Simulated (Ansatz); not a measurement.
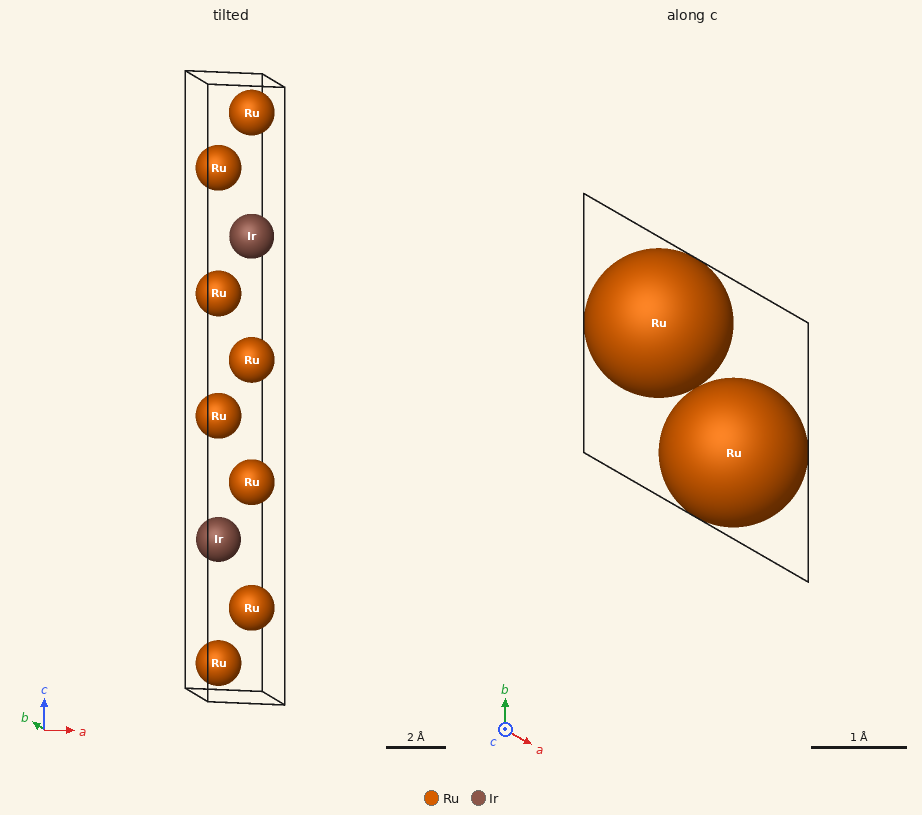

This spheres-only model is shown slightly off an axis and along the c axis. The parallelepiped is the conventional unit cell.

IrRu4, space group P6_3/mmc (No. 194), a = 2.727 Å, b = 2.727 Å, c = 21.592 Å, α = 90.00°, β = 90.00°, γ = 120.00°. The structure was taken from a structure type filled with these elements by a generator (whether the compound takes this form wasn't checked). Earlier steps of the study, as a rule a relaxation of our own, may have changed the cell and positions, so they can lie some per cent off the listed ones. It went into a calculation with Ansatz.

This one geometry was computed with Ansatz (DFT, plane waves, PAW) at three levels of theory: LDA, PBE and r2SCAN.

Q: Which level gives the highest pressure at this volume, and what does that say about its equilibrium volume?

A: Highest: PBE (0.0 GPa), which points to the largest equilibrium volume. Lowest, with the smallest volume: LDA (-16.5 GPa). Levels within 0.5 GPa of each other can't be told apart.

Q: How does the band gap change with the level of theory?

A: All levels give a metal.

Q: Collect the results in a table.

A:
| level | cutoff (eV) | k-mesh of the run's cell | gap (eV) | pressure (GPa) |
| --- | --- | --- | --- | --- |
| LDA | 420 | 18×18×2 | metal | -16.5 |
| PBE | 420 | 18×18×2 | metal | 0.0 |
| r2SCAN | 500 | 18×18×2 | metal | -6.7 |

Gaps are taken on the k-mesh or band path of each run.
